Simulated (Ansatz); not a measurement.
# Cutoff, mesh or smearing: what limits a work function? Sr(100), Mo(100), Ru(0001), Pd(110), Ta(111) and Pb(100)

One slab of each metal is run with one setting changed at a time. Which setting moves the work function most, and which can be cut?

How it was computed: Ansatz 0.2.0, plane waves with PAW datasets (its set soft_2), PBE; unrelaxed symmetric slabs of 7 layers (11 for bcc (111)), 18 Å of vacuum. The reference has 420 eV, the mesh listed and Fermi-Dirac smearing of 0.1 eV; the other columns give the change in eV.

What came out:

| face | mesh | reference (eV) | 300 eV | 600 eV | mesh × 1/3 | mesh × 2/3 | mesh × 3/2 | Gaussian 0.05 | cold 0.1 | Methfessel-Paxton 0.2 | Fermi-Dirac 0.3 |
| --- | --- | --- | --- | --- | --- | --- | --- | --- | --- | --- | --- |
| Sr(100) | 10×10 | 2.551 | 0.000 | 0.000 | +0.014 | −0.001 | 0.000 | −0.043 | −0.043 | −0.036 | +0.302 |
| Mo(100) | 13×13 | 3.952 | +0.003 | 0.000 | +0.001 | +0.012 | +0.001 | +0.011 | −0.005 | −0.016 | +0.098 |
| Ru(0001) | 17×17 | 5.067 | +0.008 | 0.000 | −0.036 | +0.026 | +0.004 | −0.010 | −0.005 | +0.005 | −0.026 |
| Pd(110) | 11×15 | 4.836 | +0.011 | 0.000 | −0.035 | +0.009 | +0.001 | +0.049 | +0.049 | +0.043 | −0.119 |
| Ta(111) | 10×10 | 3.500 | 0.000 | −0.001 | +0.049 | −0.003 | 0.000 | −0.068 | −0.070 | −0.065 | +0.218 |
| Pb(100) | 12×12 | 3.736 | −0.001 | 0.000 | −0.023 | +0.013 | +0.014 | −0.054 | −0.036 | −0.028 | +0.056 |

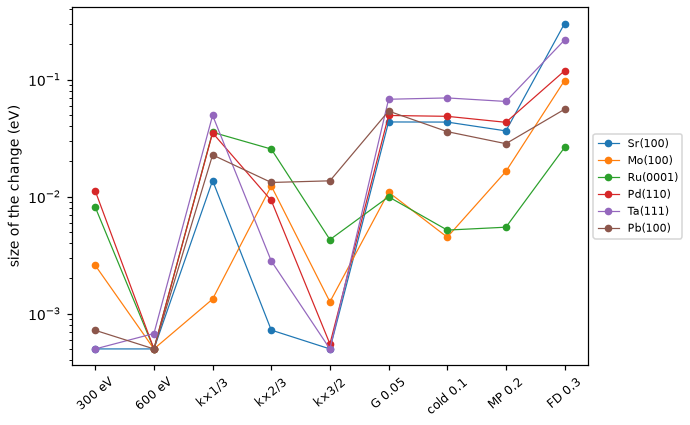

Size of the change against the reference; values under 0.0005 eV are drawn at that line.

**Reading.** The largest change of a row comes from the hot smearing on 5 faces, from the coarsest mesh on 1 and from another setting on 0. Runs at 200 eV and on a still coarser mesh, made as deliberately poor settings, are not listed. 600 eV moves no value by more than 0.001 eV, and 300 eV none by more than 0.011 eV. A mesh with a third of the points along each axis is off by up to 0.05 eV (Ta(111)) and two thirds by up to 0.026 eV; three halves still move Pb(100) by 0.014 eV, so the reference mesh is not converged beyond that. The three narrow or corrected schemes, nearer to zero temperature, lie −0.07 to +0.05 eV from the reference on average: on Ta(111) they agree with each other, so the reference's own smearing of 0.1 eV is an error there, larger than that of cutoff or of the two finer meshes. Fermi-Dirac smearing of 0.3 eV, an electron temperature near 3,500 K, moves Sr(100) by 0.30 eV.

Caveats: Where those three schemes disagree, their widths or the mesh may be the cause; they were not run on a finer mesh. One setting changes at a time, and errors need not add; the faces are unrelaxed and unreconstructed. The table is a selection: not every member that was run is listed.
